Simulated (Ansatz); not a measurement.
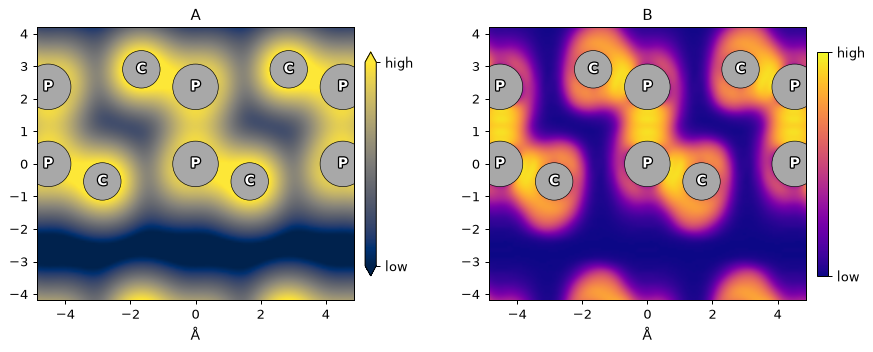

PC5: 2 fields on the (010) plane of the conventional cell, with unlabelled colour scales. Grey discs cover the atomic cores.

Space group P-31m; a generated structure, not necessarily the stable one.

Method: DFT PBE, scalar-relativistic, plane waves, PAW (Ansatz).

```yaml
crystal:
  lattice:
    - [4.52584, 0.00000, 0.00000]
    - [-2.26292, 3.91949, 0.00000]
    - [0.00000, 0.00000, 7.68585]
  atoms:
    - { symbol: P, position: [0.00000, 0.00000, 0.34602] }
    - { symbol: P, position: [0.00000, 0.00000, 0.65398] }
    - { symbol: C, position: [0.66667, 0.33333, 0.27076] }
    - { symbol: C, position: [0.63240, 0.63240, 0.27599] }
    - { symbol: C, position: [0.33333, 0.66667, 0.27076] }
    - { symbol: C, position: [0.00000, 0.36760, 0.27599] }
    - { symbol: C, position: [0.36760, 0.00000, 0.27599] }
    - { symbol: C, position: [0.33333, 0.66667, 0.72924] }
    - { symbol: C, position: [0.00000, 0.63240, 0.72401] }
    - { symbol: C, position: [0.66667, 0.33333, 0.72924] }
    - { symbol: C, position: [0.63240, 0.00000, 0.72401] }
    - { symbol: C, position: [0.36760, 0.36760, 0.72401] }
```

The panels show electron localisation function and valence pseudo-density in some order. Assign them.

Panel A: valence pseudo-density. Panel B: electron localisation function. From the grid: P–C (1.75 Å): ρ at the midpoint is about 1.3 e/Å³; the ELF peaks at about 0.95 between the atoms. P–P (2.37 Å): the density is about 0.67 e/Å³ at the midpoint; the ELF peaks at about 0.95 between the atoms.
